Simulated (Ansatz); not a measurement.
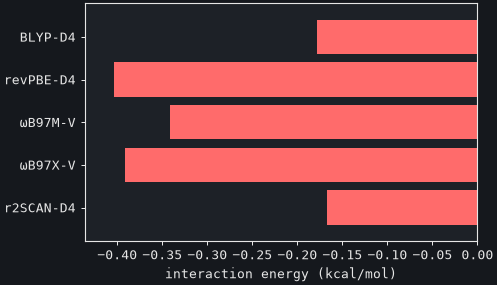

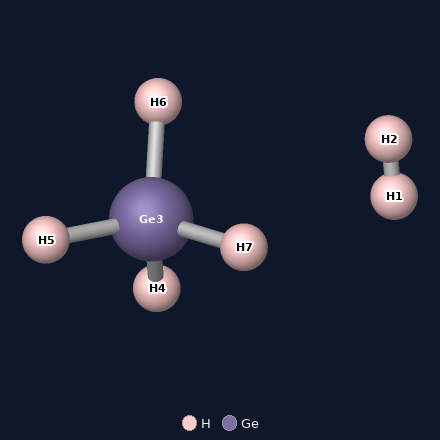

Counterpoise interaction energy of the pair H₂ and GeH₄ (SMILES [H][H].[GeH4]) at one optimised PBE0-D4 geometry, drawn, with the closest contact H2···Ge3 3.55 Å and its like (H···H pairs aside; other arrangements can bind more strongly; the cost of deforming the partners isn't counted), def2-TZVPPD, the Ansatz code; cores frozen in correlated methods. Choice of cores on heavy atoms: all below valence s p frozen.

> What range do the values span?

From −0.40 kcal/mol (revPBE-D4) to −0.17 kcal/mol (r2SCAN-D4).

> Give the values.

```
    level  kcal/mol
  BLYP-D4     −0.18
revPBE-D4     −0.40
  ωB97M-V     −0.34
  ωB97X-V     −0.39
r2SCAN-D4     −0.17
```

Caveats: no scalar relativity up to krypton.
